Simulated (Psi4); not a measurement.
Intermolecular potential of HCl ··· HCl (SMILES Cl and Cl). Monomers: optimised at B3LYP-D3(BJ) (def2-TZVP), held rigid. Orientation: lowest of the rigid-body minima from ten starts at GFN2-xTB. The monomers approach along the line of their centres of mass (distance R); nothing else relaxes.

- SAPT0/jun-cc-pVDZ, frozen core (Psi4)
- MP2/aug-cc-pVTZ = DF-MP2/aug-cc-pVTZ, frozen core, counterpoise-corrected run with Psi4
- PBE/def2-TZVP, counterpoise-corrected (Psi4)
- wB97X-D/def2-TZVP, counterpoise-corrected (Psi4)
- CCSD(T)/aug-cc-pVDZ = Psi4 with DF-CCSD(T)/aug-cc-pVDZ, frozen core, counterpoise-corrected

Cost and agreement with CCSD(T)/aug-cc-pVDZ over the 12 points of the scan, with CCSD(T)/aug-cc-pVDZ as yardstick. Costs are rough ratios of core time within Psi4 on shared cores, each with its mean field (Kohn-Sham runs search longer for lower solutions than correlated ones do); the miss is the largest difference from CCSD(T) of the interaction energy, in kcal/mol.

### Question
Which is the cheapest of these levels that stays within 3.2 kcal/mol of CCSD(T)/aug-cc-pVDZ?

### Answer
SAPT0/jun-cc-pVDZ.

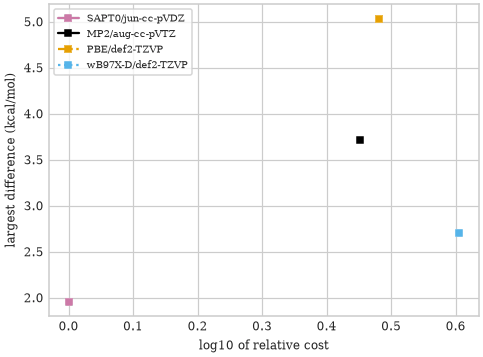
Figure. Miss against cost, one point a level.

| level | relative cost | largest difference |
|---|---|---|
| SAPT0/jun-cc-pVDZ | 1 | 1.96 |
| MP2/aug-cc-pVTZ | 3 | 3.71 |
| PBE/def2-TZVP | 3 | 5.03 |
| wB97X-D/def2-TZVP | 4 | 2.70 |

Costs within a factor of two of each other count as equal.
